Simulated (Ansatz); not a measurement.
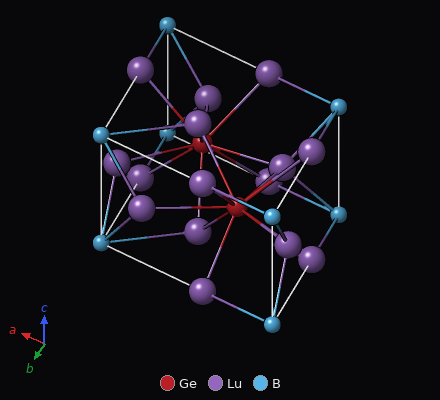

The structure; the drawing may span several cells.

Structure (in its standard cell), coordinates from a relaxation with Ansatz 0.2.0, DFT, PAW plane waves, pbe; the starting structure was generated, so it need not be a known form of this composition:

```yaml
crystal:
  lattice:
    - [7.73734, 0.00000, 0.00000]
    - [-3.86867, 6.70073, 0.00000]
    - [0.00000, 0.00000, 3.84272]
  atoms:
    - { symbol: Ge, position: [0.66667, 0.33333, 0.50000] }
    - { symbol: Ge, position: [0.33333, 0.66667, 0.50000] }
    - { symbol: Lu, position: [0.00000, 0.40740, 0.00000] }
    - { symbol: Lu, position: [0.40740, 0.00000, 0.00000] }
    - { symbol: Lu, position: [0.59260, 0.59260, 0.00000] }
    - { symbol: Lu, position: [0.00000, 0.76348, 0.50000] }
    - { symbol: Lu, position: [0.76348, 0.00000, 0.50000] }
    - { symbol: Lu, position: [0.23652, 0.23652, 0.50000] }
    - { symbol: B, position: [0.00000, 0.00000, 0.00000] }
```

### Predict the [100] zone-axis pattern (200 kV, kinematic, B = 0.5 Å²).

The spots form a rectangular net whose two shortest vectors correspond to d = 6.70 Å and 3.84 Å, 90.0° apart. They are 0 1 0 (itself too weak to see) and 0 0 1. The pattern has symmetry 2mm. Reflections such as 0 1 0, 0 3 -1, 0 3 1 are allowed but too weak to see at this display level.

Strongest reflections with d > 1.38 Å, one of each family (|F|² from tabulated Gaussian fits of the electron scattering factors, times a small damping for the curvature of the Ewald sphere):

| hkl | d (Å) | I (strongest = 100) |
| --- | --- | --- |
| 0 0 2 | 1.921 | 100 |
| 0 2 1 | 2.525 | 37 |
| 0 3 0 | 2.234 | 25 |
| 0 3 2 | 1.457 | 10 |
| 0 4 1 | 1.536 | 8 |
| 0 4 0 | 1.675 | 7 |

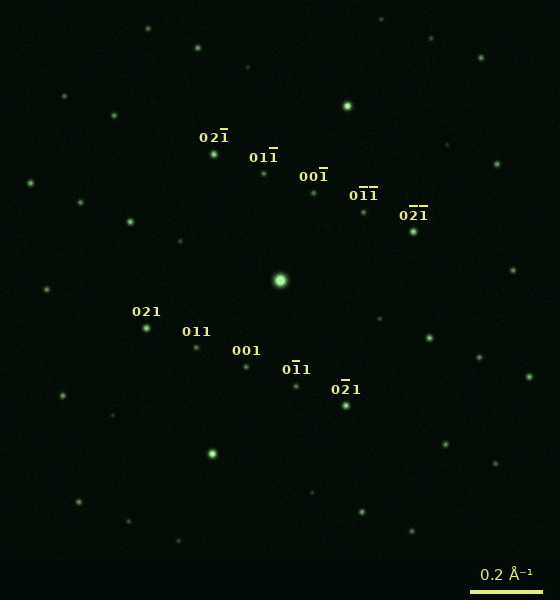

Calculated pattern, seen from the source side with [100] pointing towards the source.
